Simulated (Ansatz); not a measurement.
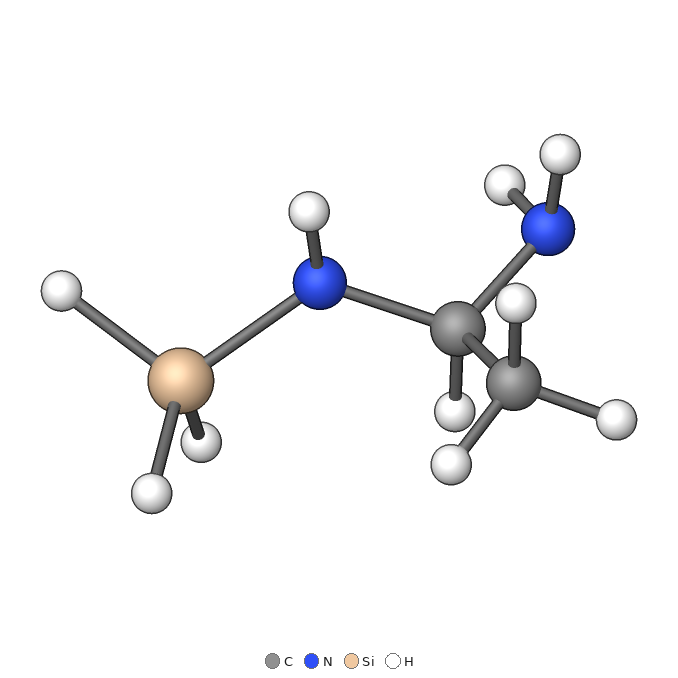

Simulated data, not a measurement (program: Ansatz).

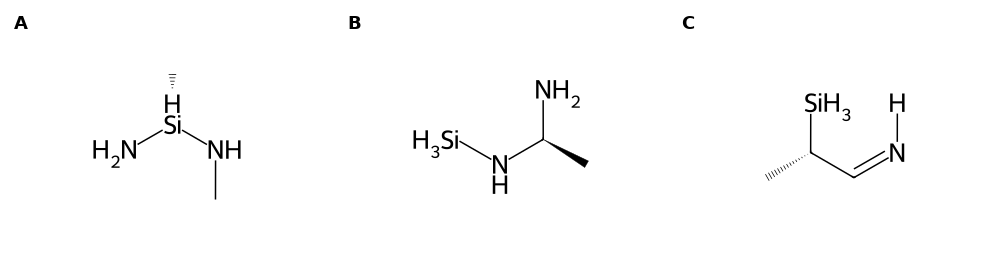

### Which structural formula matches the 3D model?

B, `C[C@H](N)N[SiH3]`.
